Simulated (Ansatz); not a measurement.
**ClH (SMILES Cl): CASSCF(6,6)/def2-SVPD (sfX2C, density fitting with def2-universal-jkfit, accuracy low)**

Aim: the vertical ionisation energy of ClH at CASSCF(6,6)/def2-SVPD (sfX2C, density fitting with def2-universal-jkfit, accuracy low), from 2 runs. 

The calculation is run with Ansatz 0.2.0.

### 1 The system as given

ClH has 2 atoms, charge 0, and is taken as a singlet. SMILES: `Cl`. The shape is that of a PBE0-D4/def2-TZVP optimisation.

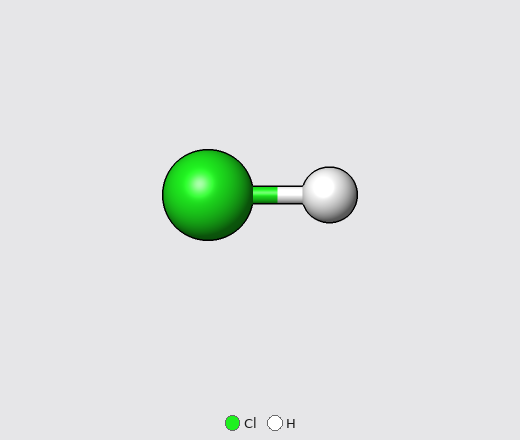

The structure, seen from a chosen angle (chlorine green, hydrogen white).

### 2 Energy and gradient at CASSCF(6,6)/def2-SVPD (sfX2C, density fitting with def2-universal-jkfit, accuracy low)

Contents of input.yaml:

```yaml
crystal:
  periodic: [false, false, false]
  atoms:
    - symbol: Cl
      position_ang: [0.546000, -0.178500, 0.280800]
    - symbol: H
      position_ang: [-0.546000, 0.178500, -0.280800]
basis:
  gaussian:
    orbitals: def2-SVPD
    fitting:
      mean_field: def2-universal-jkfit
hamiltonian:
  pseudopotentials:
    relativity: scalar
correlation:
  active_space:
    window: {electrons: 6, orbitals: 6}
accuracy: low
output:
  forces: true
  orbitals: {seedname: orbitals}
```

Command:

```console
$ ansatz run input.yaml --threads 1 --pin off --max-ram 2610MiB --events-out events.jsonl --progress --plain --runs-dir runs
```

What it wrote:

```text
Warning: RAYON_NUM_THREADS=1 ignored (pool sized by the plan → 1); use --threads N
Functional definition: HF
  name "HF"
  exchange = exact_x
  correlation = 0
146 factors; integrals over basis functions are off by at most 3.5e-1 eV
mean field evaluation 1: about -12549.3792 eV, gradient 1.1e1 eV
mean field evaluation 2: about -12549.7421 eV, gradient 3.6e0 eV
mean field evaluation 4: about -12549.7845 eV, gradient 2.1e-1 eV
mean field -12549.78485210 eV, -461.1960867649 hartree, gradient 7.9e-7 eV, S^2 0.000000; 0 other end points of the search recorded, 0 dependent functions left out
reference -12549.78485210 eV, -461.1960867649 hartree; 9, 9 occupied and 26, 26 virtual orbitals, 146 factors
state -12551.19653941 eV, -461.2479653168 hartree
the calculation of the forces begins
Total energy: -12551.19653941 eV, -461.2479653168 hartree
Relativity: scalar
Atom 0 at     0.546000    -0.178500     0.280800 Å, force     0.002980    -0.000974     0.001533 eV/Å
Atom 1 at    -0.546000     0.178500    -0.280800 Å, force    -0.002980     0.000974    -0.001533 eV/Å
Dipole moment:    -0.195777     0.064004    -0.100685 e Å
```

Wall time 1 s (1 thread of Intel Xeon Platinum 8259CL at 2.50GHz (Skylake/Cascade Lake), shared host).

### 3 The doublet cation, same level

input.yaml: that of step 2 with these lines changed.

```diff
@@ -12,2 +12,6 @@
       mean_field: def2-universal-jkfit
+total_charge: 1
+magnetization:
+  spin_polarized: false
+  initial_magnetization: 1
 hamiltonian:
@@ -17,3 +21,3 @@
   active_space:
-    window: {electrons: 6, orbitals: 6}
+    window: {electrons: 5, orbitals: 6}
 accuracy: low
```

Command:

```console
$ ansatz run input.yaml --threads 1 --pin off --max-ram 2610MiB --events-out events.jsonl --progress --plain --runs-dir runs
```

What it wrote, cut to the lines that bear on the results:

```text
Warning: RAYON_NUM_THREADS=1 ignored (pool sized by the plan → 1); use --threads N
Functional definition: HF
  name "HF"
[...]
146 factors; integrals over basis functions are off by at most 3.5e-1 eV
[...]
mean field -12537.97859229 eV, -460.7622147197 hartree, gradient 1.1e-6 eV, S^2 0.750000; 2 other end points of the search recorded, 0 dependent functions left out
reference -12537.97859229 eV, -460.7622147197 hartree; 9, 8 occupied and 26, 27 virtual orbitals, 146 factors
state -12539.25875001 eV, -460.8092596481 hartree
[...]
Total energy: -12539.25875001 eV, -460.8092596481 hartree
Relativity: scalar
Atom 0 at     0.546000    -0.178500     0.280800 Å, force     1.411486    -0.461447     0.725907 eV/Å
Atom 1 at    -0.546000     0.178500    -0.280800 Å, force    -1.411486     0.461447    -0.725907 eV/Å
Dipole moment:    -0.259900     0.084967    -0.133663 e Å
```

It took 1.5 s on 1 thread of Intel Xeon Platinum 8259CL at 2.50GHz (Skylake/Cascade Lake), shared host.

### 4 Results

At CASSCF(6,6)/def2-SVPD (sfX2C, density fitting with def2-universal-jkfit, accuracy low):

| quantity | value |
| --- | --- |
| singlet ClH: total energy | -461.24797 Eh |
| singlet ClH: dipole moment (correlated density) | 1.10 D |
| singlet ClH: largest force on an atom | 0.003 eV/Å |
| doublet cation: total energy | -460.80926 Eh |
| doublet cation: largest force on an atom | 1.653 eV/Å |
| vertical ionisation energy (to the doublet cation) | 11.938 eV |

Removing an electron at fixed nuclei costs 11.94 eV (1152 kJ/mol). The accuracy setting (singlet ClH) is loose, so the last digits carry no meaning. The accuracy setting (doublet cation) is loose, so the last digits carry no meaning.
